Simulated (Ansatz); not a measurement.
**Run report: C₄H₁₁AlO, geometry relaxation (part 1 of 2)**

C₄H₁₁AlO, SMILES C[CH2][Al]([OH])[CH2]C, computed with RKS PBE-D4/def2-SVP (Ansatz 0.2.0).

The geometry: force-field start. Figures and captions count atoms from 1; the log counts them from 0 in places.

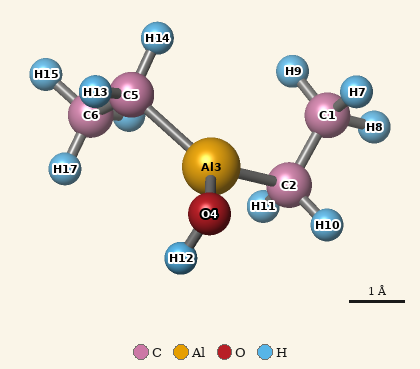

Figure 1. The structure as given in the input (ball-and-stick view, seen at a tilt; atoms are numbered from 1 in the order of the input). Sticks mark near contacts.

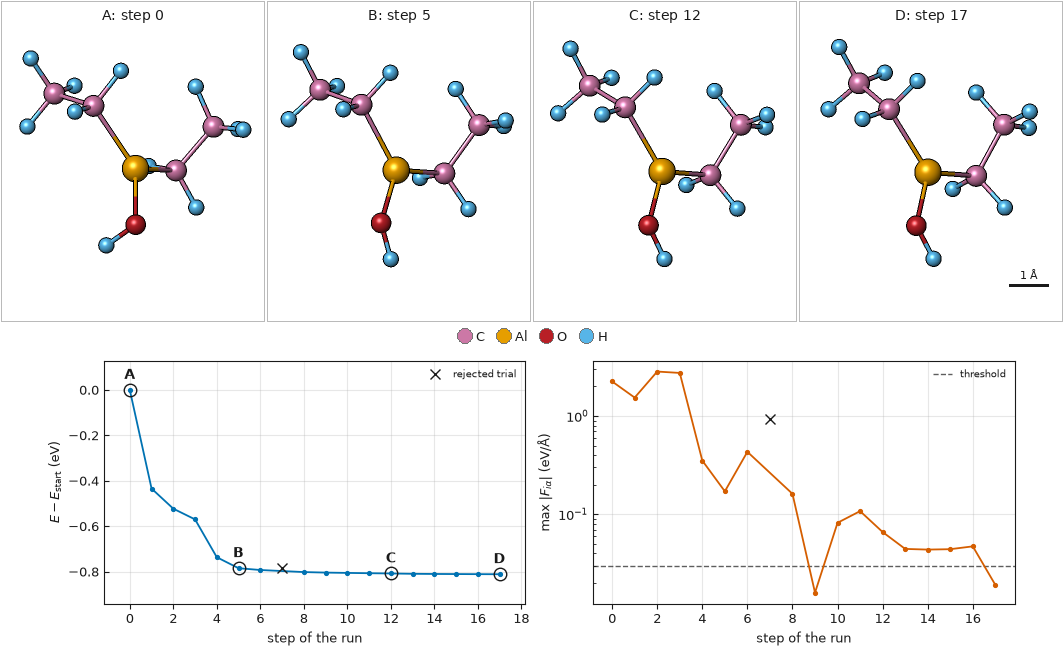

Figure 2. Frames of the relaxation (ball-and-stick view, seen at a tilt) above the curves, on which the letters mark them (the first geometry is step 0 here and step 1 in the log).

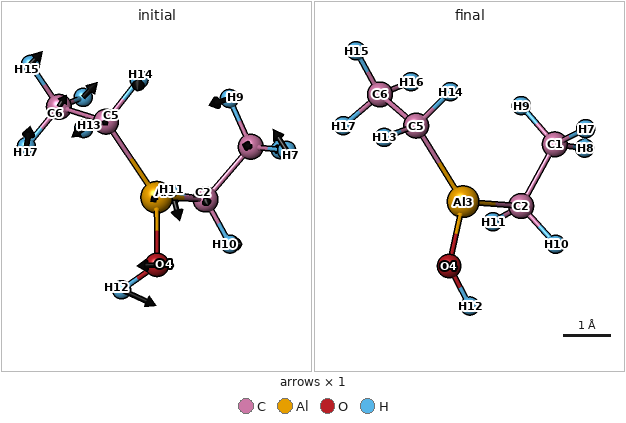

Figure 3. Before (left) and after (right) the relaxation, at one scale (ball-and-stick view, seen at a tilt). The black arrows give the displacements, at true length. The atom that moves furthest after the best rigid fit is H12 (0.83 Å). By element the largest moves are H 0.83 Å, O 0.49 Å, C 0.32 Å, Al 0.18 Å. Among the contacts that change: Al3–O4 1.909 → 1.731 Å, C5–H13 1.051 → 1.112 Å, C1–C2 1.485 → 1.540 Å, C1–H8 1.149 → 1.111 Å. Among the angles that change: Al3–O4–H12 99.7° → 123.3°, H10–C2–H11 110.7° → 104.5°, C1–C2–Al3 109.4° → 115.1°. The energy falls by 0.811 eV in 17 geometry steps. Largest force component: 2.2 eV/Å at the start, 0.019 eV/Å at the end. The line search rejected the trial step at point 7 (counted from 0) and went back. (Atoms are counted from 1 in the order of the input.)

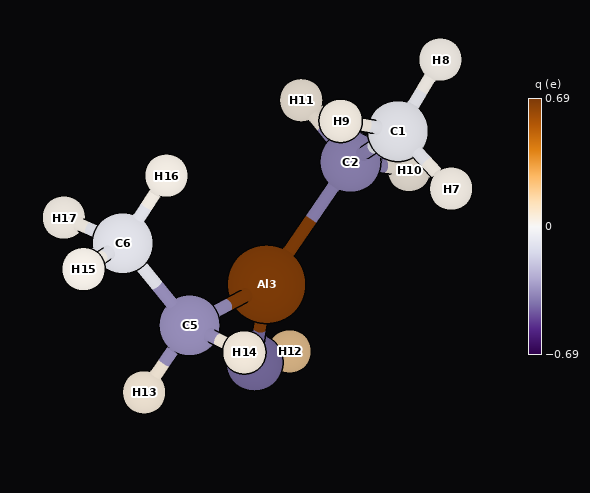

Figure 4. Mulliken charges, as the colour of each atom (ball-and-stick view, seen at a tilt; atoms are numbered from 1 in the order of the input; Mulliken charges depend strongly on the basis). By element: C −0.36 to −0.05, Al +0.66, O −0.41 and H +0.03 to +0.18 e.

The input that produced these results follows, with the program's output.

### Input file
```yaml
crystal:
  periodic: [false, false, false]
  atoms:
    - {symbol: C, position_ang: [-1.229400, 1.924000, -0.370100]}
    - {symbol: C, position_ang: [-0.917400, 0.772200, -1.254000]}
    - {symbol: Al, position_ang: [0.804600, -0.015000, -0.716500]}
    - {symbol: O, position_ang: [2.292300, -0.117100, -1.907700]}
    - {symbol: C, position_ang: [1.072400, -0.702500, 1.145300]}
    - {symbol: C, position_ang: [0.054900, -1.766700, 1.483800]}
    - {symbol: H, position_ang: [-0.479100, 2.764700, -0.468500]}
    - {symbol: H, position_ang: [-2.215200, 2.400900, -0.717600]}
    - {symbol: H, position_ang: [-1.360800, 1.674900, 0.723300]}
    - {symbol: H, position_ang: [-0.841400, 1.094400, -2.291100]}
    - {symbol: H, position_ang: [-1.707800, -0.005300, -1.139500]}
    - {symbol: H, position_ang: [2.114800, -1.001000, -2.322000]}
    - {symbol: H, position_ang: [2.050000, -1.073000, 1.254000]}
    - {symbol: H, position_ang: [0.915400, 0.166100, 1.883300]}
    - {symbol: H, position_ang: [0.208000, -2.152300, 2.529900]}
    - {symbol: H, position_ang: [-0.971500, -1.349500, 1.413800]}
    - {symbol: H, position_ang: [0.191100, -2.615300, 0.793900]}
basis:
  gaussian: {orbitals: def2-SVP}
hamiltonian: {xc: pbe, dispersion: d4}
relax: {f_tol: 0.03, max_steps: 200}
```

Launched with:
```bash
ansatz run in.yaml --threads 4 --pin off --events-out ev --progress --plain --max-ram 11315MiB
```

### The program's output
```
Functional definition: PBE
  name "PBE"
  cite "Perdew, Burke & Ernzerhof, Phys. Rev. Lett. 77, 3865 (1996) doi:10.1103/PhysRevLett.77.3865"
  parent pbe
  parameter kappa = 0.804
  parameter beta = 0.06672455060314922
  exchange = pbe_x(kappa = kappa, mu = beta*pi^2/3)
  correlation = pbe_c(beta = beta)
1606 factors; their error is unknown
mean field evaluation 1: about -12928.3634 eV, gradient 1.0e2 eV
mean field evaluation 2: about -12847.2000 eV, gradient 1.9e2 eV
mean field evaluation 4: about -12952.9586 eV, gradient 1.4e1 eV
mean field evaluation 8: about -12953.4042 eV, gradient 3.0e-1 eV
mean field evaluation 16: about -12953.3329 eV, gradient 1.9e-3 eV
mean field -12953.33285621 eV, -476.0262023813 hartree, gradient 3.7e-5 eV, S^2 0.000000; 0 other end points of the search recorded, 0 dependent functions left out
the calculation of the forces begins
reference -12953.33289882 eV, -476.0262039472 hartree; 28, 28 occupied and 115, 115 virtual orbitals, 1606 factors
relax step   1: F+E_penalty+E_count = -12953.65056671 eV  Δ(F+E_penalty+E_count) = +0.000e0 eV  max|allowed force component| = 2.249e0 eV/Å  Δτ_max = 0.0000 Å  (30 SCF iters, accepted)
these checks for a lower state are left out or cut short: starts, cluster_reference, orbital_swaps, neighbouring_geometries, increment
1606 factors; their error is unknown
mean field -12953.76852002 eV, -476.0422127309 hartree, gradient 9.1e-6 eV, S^2 0.000000; 0 other end points of the search recorded, 0 dependent functions left out
[... from here on the field's lines of each further geometry are left out, up to the last ...]
relax step   2: F+E_penalty+E_count = -12954.08440447 eV  Δ(F+E_penalty+E_count) = -4.338e-1 eV  max|allowed force component| = 1.542e0 eV/Å  Δτ_max = 0.1398 Å  (30 SCF iters, accepted)
relax step   3: F+E_penalty+E_count = -12954.17298508 eV  Δ(F+E_penalty+E_count) = -8.858e-2 eV  max|allowed force component| = 2.838e0 eV/Å  Δτ_max = 0.1798 Å  (35 SCF iters, accepted)
relax step   4: F+E_penalty+E_count = -12954.22016616 eV  Δ(F+E_penalty+E_count) = -4.718e-2 eV  max|allowed force component| = 2.748e0 eV/Å  Δτ_max = 0.1918 Å  (34 SCF iters, accepted)
relax step   5: F+E_penalty+E_count = -12954.38661152 eV  Δ(F+E_penalty+E_count) = -1.664e-1 eV  max|allowed force component| = 3.524e-1 eV/Å  Δτ_max = 0.2000 Å  (35 SCF iters, accepted)
relax step   6: F+E_penalty+E_count = -12954.43499017 eV  Δ(F+E_penalty+E_count) = -4.838e-2 eV  max|allowed force component| = 1.715e-1 eV/Å  Δτ_max = 0.1999 Å  (35 SCF iters, accepted)
relax step   7: F+E_penalty+E_count = -12954.44285468 eV  Δ(F+E_penalty+E_count) = -7.865e-3 eV  max|allowed force component| = 4.329e-1 eV/Å  Δτ_max = 0.2000 Å  (29 SCF iters, accepted)
relax step   8: F+E_penalty+E_count = -12954.43492096 eV  Δ(F+E_penalty+E_count) = +7.934e-3 eV  max|allowed force component| = 9.243e-1 eV/Å  Δτ_max = 0.1111 Å  (29 SCF iters, rejected (line search))
relax step   9: F+E_penalty+E_count = -12954.45191778 eV  Δ(F+E_penalty+E_count) = -9.063e-3 eV  max|allowed force component| = 1.618e-1 eV/Å  Δτ_max = 0.0555 Å  (30 SCF iters, accepted)
relax step  10: F+E_penalty+E_count = -12954.45424325 eV  Δ(F+E_penalty+E_count) = -2.325e-3 eV  max|allowed force component| = 1.597e-2 eV/Å  Δτ_max = 0.0382 Å  (30 SCF iters, accepted)
relax step  11: F+E_penalty+E_count = -12954.45566756 eV  Δ(F+E_penalty+E_count) = -1.424e-3 eV  max|allowed force component| = 8.210e-2 eV/Å  Δτ_max = 0.0587 Å  (29 SCF iters, accepted)
relax step  12: F+E_penalty+E_count = -12954.45700648 eV  Δ(F+E_penalty+E_count) = -1.339e-3 eV  max|allowed force component| = 1.079e-1 eV/Å  Δτ_max = 0.1015 Å  (29 SCF iters, accepted)
relax step  13: F+E_penalty+E_count = -12954.45816888 eV  Δ(F+E_penalty+E_count) = -1.162e-3 eV  max|allowed force component| = 6.612e-2 eV/Å  Δτ_max = 0.0198 Å  (30 SCF iters, accepted)
relax step  14: F+E_penalty+E_count = -12954.45960450 eV  Δ(F+E_penalty+E_count) = -1.436e-3 eV  max|allowed force component| = 4.452e-2 eV/Å  Δτ_max = 0.0675 Å  (30 SCF iters, accepted)
relax step  15: F+E_penalty+E_count = -12954.46031201 eV  Δ(F+E_penalty+E_count) = -7.075e-4 eV  max|allowed force component| = 4.382e-2 eV/Å  Δτ_max = 0.0558 Å  (30 SCF iters, accepted)
relax step  16: F+E_penalty+E_count = -12954.46073190 eV  Δ(F+E_penalty+E_count) = -4.199e-4 eV  max|allowed force component| = 4.423e-2 eV/Å  Δτ_max = 0.0373 Å  (30 SCF iters, accepted)
relax step  17: F+E_penalty+E_count = -12954.46113929 eV  Δ(F+E_penalty+E_count) = -4.074e-4 eV  max|allowed force component| = 4.726e-2 eV/Å  Δτ_max = 0.0507 Å  (30 SCF iters, accepted)
the calculation of the forces begins
reference -12954.14170949 eV, -476.0559271910 hartree; 28, 28 occupied and 115, 115 virtual orbitals, 1606 factors
relax step  18: F+E_penalty+E_count = -12954.46149866 eV  Δ(F+E_penalty+E_count) = -3.594e-4 eV  max|allowed force component| = 1.917e-2 eV/Å  Δτ_max = 0.0323 Å  (31 SCF iters, accepted)
1606 factors; their error is unknown
mean field evaluation 160: about -12954.1417 eV, gradient 3.3e-3 eV
mean field -12954.14166718 eV, -476.0559256361 hartree, gradient 2.6e-5 eV, S^2 0.000000; 1 other end points of the search recorded, 0 dependent functions left out
the calculation of the forces begins
reference -12954.14170949 eV, -476.0559271910 hartree; 28, 28 occupied and 115, 115 virtual orbitals, 1606 factors
Total energy: -12954.46154097 eV, -476.0676807811 hartree
Atom 0 at    -1.377967     1.724398    -0.305235 Å, force     0.000081    -0.000153    -0.005752 eV/Å
Atom 1 at    -0.732983     0.820539    -1.371605 Å, force    -0.007022    -0.004219    -0.000510 eV/Å
Atom 2 at     0.877596    -0.165500    -0.773319 Å, force     0.009501    -0.002912    -0.006123 eV/Å
Atom 3 at     2.144447    -0.584144    -1.876229 Å, force    -0.005787     0.007573    -0.009281 eV/Å
Atom 4 at     1.152311    -0.767876     1.083331 Å, force    -0.012791    -0.000707     0.008590 eV/Å
Atom 5 at    -0.023078    -1.547840     1.703484 Å, force     0.013848     0.008514    -0.001742 eV/Å
Atom 6 at    -0.696316     2.541331     0.012701 Å, force     0.002948     0.004877     0.002107 eV/Å
Atom 7 at    -2.312170     2.208273    -0.663732 Å, force     0.000407     0.000341    -0.000827 eV/Å
Atom 8 at    -1.642476     1.159354     0.613421 Å, force    -0.000163    -0.002984     0.002536 eV/Å
Atom 9 at    -0.498898     1.404651    -2.289713 Å, force     0.000213     0.002874    -0.002835 eV/Å
Atom 10 at    -1.469392     0.053022    -1.709438 Å, force     0.001380    -0.000349     0.000133 eV/Å
Atom 11 at     2.139905    -0.331082    -2.812977 Å, force    -0.002905    -0.003014     0.019173 eV/Å
Atom 12 at     2.085755    -1.370412     1.119492 Å, force     0.004414    -0.004816    -0.001942 eV/Å
Atom 13 at     1.365530     0.137122     1.699174 Å, force     0.000041    -0.001782    -0.001585 eV/Å
Atom 14 at     0.163820    -1.826599     2.763136 Å, force     0.000054    -0.001927     0.000672 eV/Å
Atom 15 at    -0.967448    -0.962971     1.690666 Å, force    -0.003601     0.005203    -0.000297 eV/Å
Atom 16 at    -0.227736    -2.492769     1.157141 Å, force    -0.000619    -0.006520    -0.002317 eV/Å
Dipole moment:    -0.154304     0.137076    -0.169457 e Å
```

### Trajectory as extended XYZ (Å, eV, eV/Å), 18 frames, from step=1 to step=18
```
17
Properties=species:S:1:pos:R:3:forces:R:3 step=1 energy=-12953.65057
C    -1.2294    1.9240   -0.3701   -1.2295   2.1289   0.5213
C    -0.9174    0.7722   -1.2540    0.6167  -1.4123   0.1499
Al    0.8046   -0.0150   -0.7165    2.0697  -0.1752  -0.8844
O     2.2923   -0.1171   -1.9077   -2.2495  -0.5804   1.2699
C     1.0724   -0.7025    1.1453   -1.8581   2.2153  -0.0155
C     0.0549   -1.7667    1.4838   -0.0485  -0.2499   0.5895
H    -0.4791    2.7647   -0.4685   -0.2870  -0.4555   0.2585
H    -2.2152    2.4009   -0.7176    0.7274  -0.2602   0.5650
H    -1.3608    1.6749    0.7233    0.1781   0.1129  -0.5513
H    -0.8414    1.0944   -2.2911   -0.1790   0.0253  -0.7290
H    -1.7078   -0.0053   -1.1395    0.0350   0.0118  -0.3117
H     2.1148   -1.0010   -2.3220    0.4101   0.5548  -0.0204
H     2.0500   -1.0730    1.2540    2.1035  -0.5723   0.3155
H     0.9154    0.1661    1.8833    0.4409  -0.6389  -0.6932
H     0.2080   -2.1523    2.5299   -0.2302   0.0339  -0.3800
H    -0.9715   -1.3495    1.4138   -0.1162  -0.3438  -0.0304
H     0.1911   -2.6153    0.7939   -0.3832  -0.3942  -0.0536
17
Properties=species:S:1:pos:R:3:forces:R:3 step=2 energy=-12954.08440
C    -1.2568    1.9646   -0.3955   -0.4395   0.8067   0.2932
C    -0.8797    0.7729   -1.2632    0.2023  -0.3734   0.0501
Al    0.8368   -0.0255   -0.6967    1.2244  -0.0520  -0.7056
O     2.2472   -0.1134   -1.8641   -1.5420  -0.9175   0.5048
C     1.0806   -0.7095    1.1538   -0.5626   0.6678  -0.1312
C     0.0539   -1.7920    1.5177   -0.0068  -0.1003   0.2689
H    -0.5076    2.7930   -0.4516   -0.0899  -0.1831   0.0049
H    -2.2363    2.4349   -0.6913    0.3095  -0.2097   0.0830
H    -1.3583    1.7078    0.6854    0.0432  -0.0301  -0.1312
H    -0.8158    1.0686   -2.3245   -0.0414   0.0102  -0.2382
H    -1.6632   -0.0155   -1.1905   -0.0357   0.0110  -0.0714
H     2.0769   -0.9184   -2.4283    0.3962   0.8517   0.3087
H     2.1038   -1.0727    1.2757    0.5493  -0.1828   0.1029
H     0.9705    0.1737    1.8445    0.0691  -0.3188  -0.1580
H     0.1717   -2.1529    2.5677   -0.0265   0.0495  -0.1126
H    -0.9906   -1.4243    1.4281   -0.0072  -0.0355  -0.0390
H     0.1479   -2.6920    0.8732   -0.0425   0.0062  -0.0292
17
Properties=species:S:1:pos:R:3:forces:R:3 step=3 energy=-12954.17298
C    -1.2429    1.9403   -0.3477   -0.0287   0.0613   0.0222
C    -0.8729    0.7694   -1.2749    0.0469  -0.1182  -0.1159
Al    0.8239   -0.1062   -0.7535    0.3095   0.2921  -0.1298
O     2.1846   -0.2094   -1.8563   -0.6228   2.0303   2.8381
C     1.0459   -0.6787    1.1184    0.0523  -0.0411   0.0831
C     0.0364   -1.7647    1.5397    0.0296  -0.0681   0.0054
H    -0.4881    2.7543   -0.3910   -0.0056   0.0094   0.0069
H    -2.2223    2.4013   -0.6064    0.0325  -0.0247  -0.0040
H    -1.3099    1.6268    0.7155   -0.0062  -0.0144   0.0186
H    -0.7983    1.1127   -2.3291   -0.0640   0.0038  -0.0238
H    -1.6842    0.0042   -1.2579    0.0033   0.0279  -0.0283
H     2.2042   -0.8347   -2.5237    0.2406  -2.1698  -2.6438
H     2.0896   -1.0292    1.2629    0.0201  -0.0437   0.0639
H     0.9306    0.2044    1.7895    0.0217   0.0192  -0.0738
H     0.1296   -2.0508    2.6108    0.0027   0.0337  -0.0186
H    -1.0148   -1.4381    1.3872   -0.0053  -0.0029   0.0042
H     0.1696   -2.7020    0.9568   -0.0267   0.0050  -0.0043
17
Properties=species:S:1:pos:R:3:forces:R:3 step=4 energy=-12954.22017
C    -1.2464    1.9349   -0.3319    0.3172  -0.5578  -0.1773
C    -0.8483    0.7748   -1.2891   -0.1625   0.1118  -0.1297
Al    0.8380   -0.1227   -0.7518   -1.0078   0.4017   0.6219
O     2.1520   -0.2882   -1.7945    1.0160  -1.5284  -2.7480
C     1.0423   -0.6710    1.1204    0.4646  -0.5463   0.2256
C     0.0304   -1.7540    1.5647   -0.0405  -0.0528  -0.2344
H    -0.4983    2.7485   -0.3554    0.0619   0.1530   0.0000
H    -2.2256    2.3701   -0.5865   -0.2469   0.1531  -0.0652
H    -1.3044    1.5846    0.7189   -0.0366   0.0099   0.0592
H    -0.7757    1.1398   -2.3441   -0.0013  -0.0087   0.1952
H    -1.6712    0.0177   -1.3128    0.0795   0.0488   0.0454
H     2.2097   -0.7601   -2.7003   -0.1226   1.2870   2.0319
H     2.0952   -1.0295    1.2942   -0.3820   0.1034  -0.0666
H     0.9300    0.2082    1.7798   -0.0365   0.2917   0.1116
H     0.1044   -2.0026    2.6456    0.0142   0.0246  -0.0102
H    -1.0224   -1.4404    1.3757    0.0781  -0.0037   0.0603
H     0.1714   -2.7104    1.0074    0.0049   0.1128   0.0803
17
Properties=species:S:1:pos:R:3:forces:R:3 step=5 energy=-12954.38661
C    -1.2665    1.9199   -0.3339    0.0558  -0.1552  -0.0714
C    -0.8424    0.8016   -1.3168   -0.0742   0.1925   0.0268
Al    0.8242   -0.0812   -0.7301   -0.0586  -0.2461   0.0755
O     2.1313   -0.4858   -1.7713    0.1257  -0.2872  -0.3524
C     1.0612   -0.6606    1.1445    0.1501  -0.0086  -0.0734
C     0.0509   -1.7500    1.5653   -0.0035   0.0170  -0.0444
H    -0.5163    2.7362   -0.2916    0.0161   0.0497  -0.0010
H    -2.2339    2.3838   -0.6124   -0.0737   0.0544  -0.0145
H    -1.3785    1.5400    0.7048   -0.0076  -0.0083  -0.0260
H    -0.7352    1.2085   -2.3485   -0.0140  -0.0178   0.0630
H    -1.6590    0.0440   -1.3837    0.0811  -0.0212   0.0013
H     2.1599   -0.7272   -2.7142   -0.0555   0.2811   0.2759
H     2.1096   -1.0159    1.2886   -0.1586   0.0357  -0.0188
H     0.9521    0.2287    1.8014   -0.0255   0.0335   0.1102
H     0.1324   -2.0060    2.6436   -0.0139  -0.0082   0.0136
H    -1.0021   -1.4353    1.3899    0.0320   0.0011   0.0291
H     0.1931   -2.7013    1.0047    0.0246   0.0876   0.0064
```
